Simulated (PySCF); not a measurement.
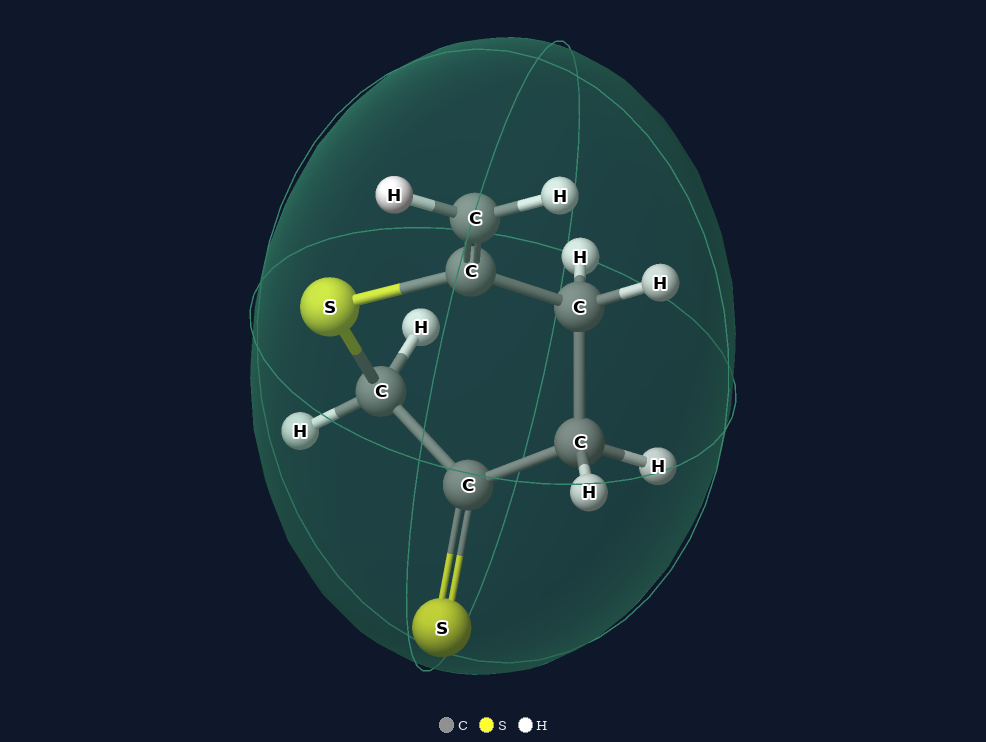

The ellipsoid shows the static dipole polarisability: its half-axes are proportional to the principal values. The computed structure is the end point of a GFN2-xTB optimisation. No frequency run is at hand to confirm it as a minimum. Computed with PBE0/def2-SVPD (PySCF 2.14.0).

Question. Give the principal values, the mean and the anisotropy.

Answer. Principal values 85.6, 103.3, 151.7 bohr³; mean 113.5 bohr³ (16.82 Å³); anisotropy 59.3 bohr³, so the longest axis is 1.77 times the shortest.
